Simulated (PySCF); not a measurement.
# CCSD(T)/cc-pVTZ run of GaCl (SMILES [Cl][Ga])

Aim: the energy change on altering one bond length of GaCl at CCSD(T)/cc-pVTZ, from 2 runs. The job is set up through a Python script.

The calculation is run with PySCF 2.14.0.

4 further runs of the same task are left out: 4 set aside as unsound or not needed.

## (1) The structure to begin with

GaCl has 2 atoms, charge 0, and is taken as a singlet. As SMILES, `[Cl][Ga]`. Geometry: relaxed at PBE0-D4/def2-TZVP.

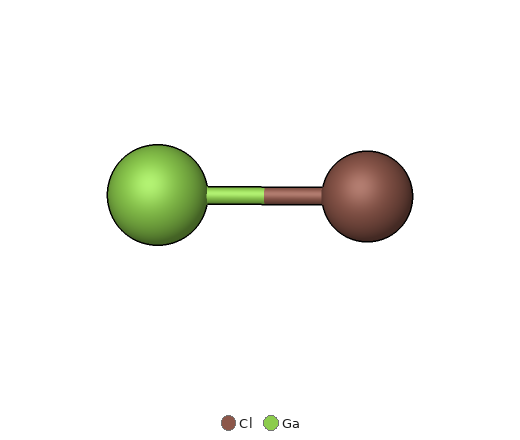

The structure, seen from a chosen angle (chlorine brown, gallium green).

## (2) A single-point energy at CCSD(T)/cc-pVTZ

Contents of calc.py:

```python
from pyscf import gto, scf, cc

mol = gto.Mole()
mol.atom = '''
Cl       0.000000       0.000000      -0.023560
Ga       0.000000       0.000000       2.192160
'''
mol.verbose = 3
mol.charge = 0
mol.basis = 'cc-pvtz'
mol.max_memory = 1860
mol.spin = 0
mol.build()

myscf = scf.RHF(mol)
myscf.conv_tol = 1e-10
myscf.kernel()
if not myscf.converged:
    myscf = myscf.newton().run(myscf.mo_coeff, myscf.mo_occ)

mycc = cc.CCSD(myscf, frozen=14)
mycc.kernel()
e_t = mycc.ccsd_t()
e_final = mycc.e_tot + e_t
print('E(%s) = %.9f' % ('CCSD(T)', e_final))
```

Launch:

```sh
OMP_NUM_THREADS=1 python calc.py
```

The program printed:

```text
converged SCF energy = -2382.87993872369
E(CCSD) = -2383.212878303519  E_corr = -0.3329395798251642
CCSD(T) correction = -0.0166438669985221
E(CCSD(T)) = -2383.229522171
```

Run time: 11 s. Hardware: 1 thread of Arm Neoverse V1, shared host; peak memory 0.25 GiB.

## (3) The distorted shape, same level

Contents of run.py:

```python
from pyscf import gto, scf, cc

system = gto.M(
    atom='''
Cl   0.000000   0.000000  -1.796140
Ga   0.000000   0.000000   2.192160
''',
    spin=0,
    max_memory=1860,
    basis='cc-pvtz',
    verbose=3,
)

hf = scf.RHF(system)
hf.conv_tol = 1e-10
hf.kernel()
if not hf.converged:
    hf = hf.newton().run(hf.mo_coeff, hf.mo_occ)

mycc = cc.CCSD(hf, frozen=14)
mycc.kernel()
e_t = mycc.ccsd_t()
etot = mycc.e_tot + e_t
print('E(%s) = %.9f' % ('CCSD(T)', etot))
```

Launch:

```sh
OMP_NUM_THREADS=1 python run.py
```

The program printed:

```text
converged SCF energy = -2382.77145199259
E(CCSD) = -2383.092436104252  E_corr = -0.3209841116627441
CCSD(T) correction = -0.0152399131501682
E(CCSD(T)) = -2383.107676017
```

It took 13 s on 1 thread of Arm Neoverse V1, shared host; peak memory 0.25 GiB.

## (4) Results

Level: CCSD(T)/cc-pVTZ, 14 core orbitals frozen.

| quantity | value |
| --- | --- |
| first shape: total energy | -2383.22952 Eh |
| first shape: dipole moment (Hartree–Fock density) | 2.39 D |
| first shape: HOMO energy (Hartree–Fock orbitals) | -9.55 eV |
| first shape: LUMO energy (Hartree–Fock orbitals) | 0.88 eV |
| first shape: HOMO–LUMO gap (Hartree–Fock orbitals) | 10.43 eV |
| first shape: correlation energy (14 core orbitals frozen) | -349.6 mEh |
| first shape: (T) correction | -16.64 mEh |
| first shape: T1 diagnostic | 0.012 |
| distorted shape: total energy | -2383.10768 Eh |
| distorted shape: dipole moment (Hartree–Fock density) | 15.43 D |
| distorted shape: HOMO energy (Hartree–Fock orbitals) | -7.97 eV |
| distorted shape: LUMO energy (Hartree–Fock orbitals) | -1.47 eV |
| distorted shape: HOMO–LUMO gap (Hartree–Fock orbitals) | 6.49 eV |
| distorted shape: correlation energy (14 core orbitals frozen) | -336.2 mEh |
| distorted shape: (T) correction | -15.24 mEh |
| distorted shape: T1 diagnostic | 0.022 |
| energy change with the Cl1–Ga2 bond stretched from 2.216 to 3.988 Å | 3.316 eV |

What this shows: With the Cl1–Ga2 bond stretched from 2.216 to 3.988 Å the energy rises by 3.32 eV (320 kJ/mol). The first shape isn't relaxed at this level, so the change isn't measured from a minimum. The triples (first shape) make up 4.8 % of the correlation energy. The T1 diagnostic (distorted shape) of 0.022 is above the customary mark for such species, so a single reference may not serve. The triples (distorted shape) make up 4.5 % of the correlation energy.
